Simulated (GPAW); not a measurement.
**C$_{2}$H$_{4}$Si: molecular dynamics (part 2 of 2)**

C$_{2}$H$_{4}$Si; PBE/dz(dzp), dispersion D4, scalar-relativistic datasets (GPAW 26.7.0). The geometry comes from this level: PBE0-D4/def2-TZVP.

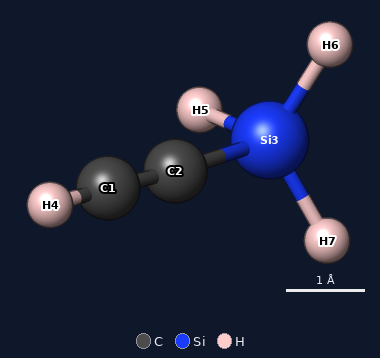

Fig. 1: The geometry at step 39 of the log (ball-and-stick view, seen at a tilt; atoms are numbered from 1 in the order of the input).

Trajectory as extended XYZ, continued:
```
7
Properties=species:S:1:pos:R:3:forces:R:3 step=27 time_fs=6.8 energy=-32.31132 temperature=72.9
C     5.3001    5.9892    6.5932    0.6464   1.4708  -0.1299
C     5.7099    7.1777    6.4954   -1.1095  -3.1677   0.3340
Si    6.2332    8.8980    6.3238    0.3405   0.5001  -0.1499
H     4.9671    4.9318    6.6731    0.1313   0.7088  -0.0041
H     5.7249    9.3154    4.9256    0.2793   0.2075   0.3840
H     5.4786    9.6953    7.4391    0.6922  -0.1366  -0.4470
H     7.8138    8.8537    6.3646   -0.9706   0.4011   0.1041
7
Properties=species:S:1:pos:R:3:forces:R:3 step=28 time_fs=7.0 energy=-32.31293 temperature=74.7
C     5.2996    5.9888    6.5929    0.6669   1.5226  -0.1319
C     5.7104    7.1770    6.4958   -1.1078  -3.1457   0.3298
Si    6.2334    8.8985    6.3240    0.2662   0.4827  -0.2250
H     4.9665    4.9331    6.6723    0.1148   0.6533   0.0016
H     5.7219    9.3148    4.9210    0.3132   0.1917   0.4591
H     5.4773    9.6946    7.4380    0.6914  -0.1275  -0.4421
H     7.8103    8.8530    6.3625   -0.9345   0.4048   0.1140
7
Properties=species:S:1:pos:R:3:forces:R:3 step=29 time_fs=7.2 energy=-32.31597 temperature=78.0
C     5.2991    5.9885    6.5927    0.6838   1.5659  -0.1334
C     5.7109    7.1762    6.4963   -1.0977  -3.1006   0.3238
Si    6.2337    8.8990    6.3242    0.1884   0.4586  -0.2981
H     4.9660    4.9349    6.6716    0.0949   0.5867   0.0078
H     5.7191    9.3142    4.9167    0.3462   0.1791   0.5302
H     5.4764    9.6937    7.4366    0.6868  -0.1157  -0.4342
H     7.8062    8.8526    6.3605   -0.8925   0.4064   0.1234
7
Properties=species:S:1:pos:R:3:forces:R:3 step=30 time_fs=7.5 energy=-32.32033 temperature=82.8
C     5.2987    5.9883    6.5925    0.6967   1.5990  -0.1339
C     5.7113    7.1752    6.4968   -1.0795  -3.0328   0.3164
Si    6.2340    8.8995    6.3244    0.1065   0.4276  -0.3696
H     4.9656    4.9370    6.6708    0.0722   0.5104   0.0146
H     5.7166    9.3137    4.9128    0.3772   0.1677   0.5946
H     5.4760    9.6928    7.4350    0.6786  -0.1015  -0.4234
H     7.8016    8.8524    6.3586   -0.8417   0.4071   0.1330
7
Properties=species:S:1:pos:R:3:forces:R:3 step=31 time_fs=7.8 energy=-32.32580 temperature=88.8
C     5.2982    5.9881    6.5923    0.7054   1.6208  -0.1334
C     5.7117    7.1740    6.4973   -1.0533  -2.9424   0.3072
Si    6.2343    8.9000    6.3246    0.0209   0.3900  -0.4389
H     4.9652    4.9394    6.6701    0.0475   0.4255   0.0216
H     5.7142    9.3134    4.9092    0.4030   0.1556   0.6503
H     5.4759    9.6919    7.4332    0.6673  -0.0846  -0.4098
H     7.7965    8.8524    6.3567   -0.7747   0.4083   0.1446
7
Properties=species:S:1:pos:R:3:forces:R:3 step=32 time_fs=8.0 energy=-32.33215 temperature=95.8
C     5.2979    5.9881    6.5921    0.7092   1.6295  -0.1318
C     5.7120    7.1727    6.4979   -1.0193  -2.8289   0.2964
Si    6.2346    8.9005    6.3248   -0.0684   0.3459  -0.5057
H     4.9648    4.9421    6.6694    0.0210   0.3353   0.0284
H     5.7121    9.3131    4.9059    0.4235   0.1432   0.6973
H     5.4763    9.6909    7.4311    0.6529  -0.0650  -0.3927
H     7.7909    8.8527    6.3549   -0.6889   0.4105   0.1549
7
Properties=species:S:1:pos:R:3:forces:R:3 step=33 time_fs=8.2 energy=-32.33907 temperature=103.5
C     5.2975    5.9881    6.5918    0.7076   1.6234  -0.1291
C     5.7122    7.1712    6.4984   -0.9775  -2.6920   0.2837
Si    6.2349    8.9010    6.3249   -0.1610   0.2957  -0.5699
H     4.9645    4.9449    6.6687   -0.0068   0.2429   0.0342
H     5.7102    9.3129    4.9031    0.4397   0.1314   0.7363
H     5.4770    9.6898    7.4288    0.6350  -0.0429  -0.3720
H     7.7849    8.8532    6.3533   -0.5869   0.4118   0.1627
7
Properties=species:S:1:pos:R:3:forces:R:3 step=34 time_fs=8.5 energy=-32.34626 temperature=111.4
C     5.2972    5.9882    6.5916    0.7000   1.6009  -0.1252
C     5.7125    7.1697    6.4989   -0.9277  -2.5320   0.2692
Si    6.2352    8.9015    6.3251   -0.2567   0.2395  -0.6314
H     4.9641    4.9480    6.6680   -0.0351   0.1493   0.0388
H     5.7086    9.3128    4.9008    0.4525   0.1202   0.7688
H     5.4781    9.6887    7.4262    0.6136  -0.0189  -0.3479
H     7.7786    8.8540    6.3517   -0.4711   0.4131   0.1670
7
Properties=species:S:1:pos:R:3:forces:R:3 step=35 time_fs=8.8 energy=-32.35340 temperature=119.3
C     5.2969    5.9884    6.5913    0.6859   1.5603  -0.1201
C     5.7126    7.1680    6.4995   -0.8696  -2.3499   0.2532
Si    6.2355    8.9020    6.3252   -0.3547   0.1778  -0.6900
H     4.9637    4.9511    6.6673   -0.0636   0.0539   0.0429
H     5.7073    9.3128    4.8988    0.4618   0.1101   0.7947
H     5.4796    9.6877    7.4234    0.5886   0.0068  -0.3209
H     7.7720    8.8550    6.3502   -0.3422   0.4131   0.1718
7
Properties=species:S:1:pos:R:3:forces:R:3 step=36 time_fs=9.0 energy=-32.36017 temperature=126.7
C     5.2967    5.9886    6.5911    0.6649   1.4998  -0.1135
C     5.7127    7.1661    6.5001   -0.8036  -2.1470   0.2357
Si    6.2357    8.9026    6.3253   -0.4544   0.1108  -0.7457
H     4.9633    4.9542    6.6667   -0.0917  -0.0405   0.0471
H     5.7063    9.3128    4.8974    0.4678   0.1016   0.8137
H     5.4814    9.6866    7.4205    0.5601   0.0347  -0.2913
H     7.7651    8.8563    6.3488   -0.2033   0.4126   0.1789
7
Properties=species:S:1:pos:R:3:forces:R:3 step=37 time_fs=9.2 energy=-32.36635 temperature=133.5
C     5.2965    5.9890    6.5908    0.6364   1.4179  -0.1054
C     5.7128    7.1642    6.5007   -0.7304  -1.9234   0.2158
Si    6.2360    8.9031    6.3254   -0.5547   0.0388  -0.7983
H     4.9628    4.9573    6.6661   -0.1192  -0.1302   0.0517
H     5.7055    9.3129    4.8965    0.4710   0.0948   0.8265
H     5.4836    9.6855    7.4174    0.5293   0.0633  -0.2611
H     7.7582    8.8578    6.3476   -0.0671   0.4147   0.1844
7
Properties=species:S:1:pos:R:3:forces:R:3 step=38 time_fs=9.5 energy=-32.37181 temperature=139.6
C     5.2963    5.9894    6.5905    0.5999   1.3130  -0.0958
C     5.7128    7.1622    6.5013   -0.6506  -1.6803   0.1941
Si    6.2362    8.9037    6.3255   -0.6547  -0.0376  -0.8476
H     4.9623    4.9603    6.6655   -0.1449  -0.2130   0.0565
H     5.7050    9.3130    4.8960    0.4717   0.0897   0.8335
H     5.4861    9.6845    7.4141    0.4952   0.0928  -0.2303
H     7.7512    8.8596    6.3464    0.0675   0.4164   0.1879
7
Properties=species:S:1:pos:R:3:forces:R:3 step=39 time_fs=9.8 energy=-32.37644 temperature=144.7
C     5.2962    5.9899    6.5903    0.5552   1.1844  -0.0845
C     5.7128    7.1601    6.5019   -0.5645  -1.4184   0.1701
Si    6.2365    8.9042    6.3256   -0.7533  -0.1181  -0.8935
H     4.9616    4.9633    6.6650   -0.1687  -0.2865   0.0615
H     5.7048    9.3132    4.8961    0.4703   0.0864   0.8351
H     5.4889    9.6835    7.4107    0.4558   0.1242  -0.1965
H     7.7443    8.8616    6.3454    0.1939   0.4157   0.1905
7
Properties=species:S:1:pos:R:3:forces:R:3 step=40 time_fs=10.0 energy=-32.38021 temperature=148.8
C     5.2960    5.9904    6.5900    0.5021   1.0312  -0.0717
C     5.7128    7.1579    6.5025   -0.4724  -1.1392   0.1434
Si    6.2367    8.9047    6.3256   -0.8492  -0.2022  -0.9356
H     4.9609    4.9660    6.6645   -0.1899  -0.3498   0.0661
H     5.7049    9.3135    4.8966    0.4666   0.0848   0.8310
H     5.4919    9.6826    7.4071    0.4115   0.1570  -0.1592
H     7.7374    8.8638    6.3444    0.3064   0.4149   0.1917
7
Properties=species:S:1:pos:R:3:forces:R:3 step=41 time_fs=10.2 energy=-32.38310 temperature=152.0
C     5.2960    5.9910    6.5897    0.4404   0.8534  -0.0572
C     5.7128    7.1556    6.5032   -0.3764  -0.8449   0.1152
Si    6.2369    8.9052    6.3256   -0.9412  -0.2894  -0.9739
H     4.9601    4.9685    6.6640   -0.2079  -0.4025   0.0702
H     5.7052    9.3138    4.8976    0.4606   0.0849   0.8213
H     5.4952    9.6818    7.4035    0.3621   0.1918  -0.1157
H     7.7308    8.8663    6.3436    0.4131   0.4129   0.1925
7
Properties=species:S:1:pos:R:3:forces:R:3 step=42 time_fs=10.5 energy=-32.38504 temperature=154.2
C     5.2959    5.9916    6.5894    0.3702   0.6519  -0.0412
C     5.7127    7.1533    6.5038   -0.2769  -0.5387   0.0866
Si    6.2371    8.9058    6.3257   -1.0278  -0.3793  -1.0078
H     4.9591    4.9708    6.6636   -0.2222  -0.4438   0.0732
H     5.7059    9.3142    4.8992    0.4519   0.0870   0.8051
H     5.4987    9.6811    7.3998    0.3092   0.2277  -0.0651
H     7.7244    8.8691    6.3429    0.5187   0.4117   0.1948
7
Properties=species:S:1:pos:R:3:forces:R:3 step=43 time_fs=10.8 energy=-32.38598 temperature=155.2
C     5.2958    5.9923    6.5891    0.2917   0.4279  -0.0240
C     5.7126    7.1510    6.5044   -0.1740  -0.2245   0.0604
Si    6.2373    8.9063    6.3256   -1.1079  -0.4710  -1.0369
H     4.9580    4.9728    6.6632   -0.2321  -0.4730   0.0752
H     5.7068    9.3146    4.9012    0.4402   0.0909   0.7819
H     5.5024    9.6806    7.3960    0.2514   0.2655  -0.0057
H     7.7183    8.8721    6.3423    0.6222   0.4103   0.1966
7
Properties=species:S:1:pos:R:3:forces:R:3 step=44 time_fs=11.0 energy=-32.38592 temperature=155.1
C     5.2958    5.9930    6.5888    0.2055   0.1832  -0.0057
C     5.7125    7.1487    6.5051   -0.0668   0.0959   0.0364
Si    6.2374    8.9068    6.3256   -1.1801  -0.5641  -1.0606
H     4.9567    4.9746    6.6629   -0.2373  -0.4893   0.0761
H     5.7079    9.3150    4.9037    0.4250   0.0959   0.7508
H     5.5063    9.6802    7.3923    0.1905   0.3040   0.0593
H     7.7126    8.8753    6.3419    0.7218   0.4053   0.1983
7
Properties=species:S:1:pos:R:3:forces:R:3 step=45 time_fs=11.2 energy=-32.38489 temperature=154.0
C     5.2958    5.9937    6.5885    0.1125  -0.0796   0.0137
C     5.7124    7.1464    6.5057    0.0432   0.4215   0.0133
Si    6.2375    8.9073    6.3255   -1.2432  -0.6577  -1.0784
H     4.9553    4.9760    6.6626   -0.2376  -0.4927   0.0759
H     5.7093    9.3156    4.9066    0.4067   0.1020   0.7127
H     5.5103    9.6800    7.3886    0.1332   0.3428   0.1236
H     7.7073    8.8788    6.3415    0.8146   0.4001   0.2007
7
Properties=species:S:1:pos:R:3:forces:R:3 step=46 time_fs=11.5 energy=-32.38303 temperature=152.0
C     5.2957    5.9944    6.5883    0.0140  -0.3569   0.0336
C     5.7124    7.1441    6.5064    0.1553   0.7519  -0.0105
Si    6.2376    8.9078    6.3255   -1.2958  -0.7512  -1.0895
H     4.9538    4.9772    6.6623   -0.2332  -0.4839   0.0747
H     5.7110    9.3161    4.9100    0.3846   0.1084   0.6656
H     5.5143    9.6800    7.3849    0.0805   0.3803   0.1877
H     7.7025    8.8826    6.3413    0.8995   0.3937   0.2046
7
Properties=species:S:1:pos:R:3:forces:R:3 step=47 time_fs=11.8 energy=-32.38046 temperature=149.1
C     5.2957    5.9950    6.5880   -0.0892  -0.6451   0.0542
C     5.7123    7.1418    6.5070    0.2684   1.0811  -0.0352
Si    6.2377    8.9082    6.3254   -1.3367  -0.8432  -1.0933
H     4.9521    4.9780    6.6621   -0.2234  -0.4636   0.0724
H     5.7129    9.3168    4.9137    0.3578   0.1144   0.6087
H     5.5184    9.6802    7.3814    0.0289   0.4152   0.2513
H     7.6983    8.8865    6.3412    0.9739   0.3881   0.2095
7
Properties=species:S:1:pos:R:3:forces:R:3 step=48 time_fs=12.0 energy=-32.37735 temperature=145.7
C     5.2957    5.9957    6.5877   -0.1955  -0.9395   0.0750
C     5.7122    7.1396    6.5077    0.3813   1.4055  -0.0610
Si    6.2377    8.9087    6.3252   -1.3647  -0.9332  -1.0890
H     4.9503    4.9786    6.6620   -0.2083  -0.4335   0.0691
H     5.7150    9.3175    4.9179    0.3264   0.1199   0.5428
H     5.5225    9.6807    7.3780   -0.0211   0.4481   0.3127
H     7.6946    8.8907    6.3412    1.0393   0.3833   0.2127
7
Properties=species:S:1:pos:R:3:forces:R:3 step=49 time_fs=12.2 energy=-32.37387 temperature=141.8
C     5.2957    5.9963    6.5874   -0.3032  -1.2353   0.0956
C     5.7122    7.1375    6.5083    0.4920   1.7210  -0.0869
Si    6.2377    8.9091    6.3251   -1.3790  -1.0198  -1.0761
H     4.9484    4.9789    6.6619   -0.1884  -0.3948   0.0648
H     5.7173    9.3183    4.9223    0.2912   0.1276   0.4699
H     5.5266    9.6814    7.3748   -0.0663   0.4780   0.3687
H     7.6915    8.8952    6.3413    1.0957   0.3760   0.2139
7
Properties=species:S:1:pos:R:3:forces:R:3 step=50 time_fs=12.5 energy=-32.37024 temperature=137.9
C     5.2956    5.9968    6.5871   -0.4098  -1.5260   0.1157
C     5.7121    7.1354    6.5089    0.5995   2.0243  -0.1116
Si    6.2377    8.9095    6.3249   -1.3790  -1.1030  -1.0540
H     4.9464    4.9790    6.6618   -0.1644  -0.3501   0.0596
H     5.7198    9.3191    4.9270    0.2557   0.1384   0.3944
H     5.5307    9.6824    7.3719   -0.1091   0.5028   0.4200
H     7.6891    8.8998    6.3416    1.1443   0.3620   0.2145
```

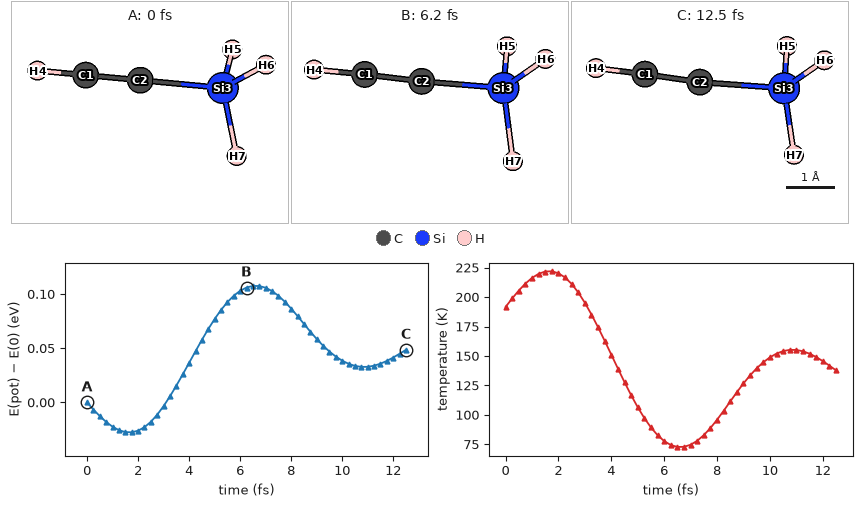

Fig. 2: Frames of the molecular dynamics (ball-and-stick, seen at a tilt) above the curves, on which the letters mark them. The trajectory kept here has 51 frames over 12.5 fs. The temperature starts at 192 K, ranges from 73 to 222 K and averages 122 K over the second half. The potential energy ends 0.049 eV above its first value. After an unweighted best fit of the last frame on the first, the root-mean-square displacement is 0.06 Å.

This output came from the following input.

Input file (C2H4Si_md.py):
```python
import numpy as np
from ase import Atoms, units
from ase.calculators.mixing import SumCalculator
from ase.md.velocitydistribution import MaxwellBoltzmannDistribution, Stationary, ZeroRotation
from ase.md.verlet import VelocityVerlet
from ase.units import Bohr
from dftd4.ase import DFTD4
from gpaw import GPAW

positions_bohr = np.array(
              [[ -1.097364,  -3.536433,   0.325411],
               [ -0.412905,  -1.372886,   0.117919],
               [  0.623232,   1.897852,  -0.196154],
               [ -1.702643,  -5.449025,   0.508903],
               [ -0.178579,   2.888068,  -2.692860],
               [ -0.532336,   3.435711,   1.842294],
               [  3.416436,   2.008590,   0.008315]])
atoms = Atoms("CCSiHHHH", positions=positions_bohr * Bohr)
atoms.center(vacuum=5.0)

calc = GPAW(mode="lcao",
            basis="dz(dzp)",
            h=0.22,
            xc="PBE",
            maxiter=100,
            symmetry="off",
            txt="C2H4Si.txt")
atoms.calc = SumCalculator([DFTD4(method="PBE"), calc])

rng = np.random.default_rng(475)
MaxwellBoltzmannDistribution(atoms, temperature_K=300, rng=rng)
Stationary(atoms)
ZeroRotation(atoms)
dyn = VelocityVerlet(atoms, timestep=0.25 * units.fs, trajectory="md.traj", logfile="-")
dyn.run(50)
```

Run as:
```bash
python3 -u C2H4Si_md.py | tee C2H4Si_md.out
```

Summary:

| quantity | value |
| --- | --- |
| outcome | finished |
| mean temperature over the second half | 122 K |
| trajectory | 51 frames kept, 12.5 fs |
| basis functions (step not recorded) | 32 |
| hardware | 1 thread of Arm Neoverse V1, 24 GiB of memory available, shared host |
| wall time | 2.9 min |
| peak memory | 0.53 GiB |

Remarks:

On so coarse a grid the energy depends on the position of the molecule, which gives spurious forces. So short a trajectory is not equilibrated.
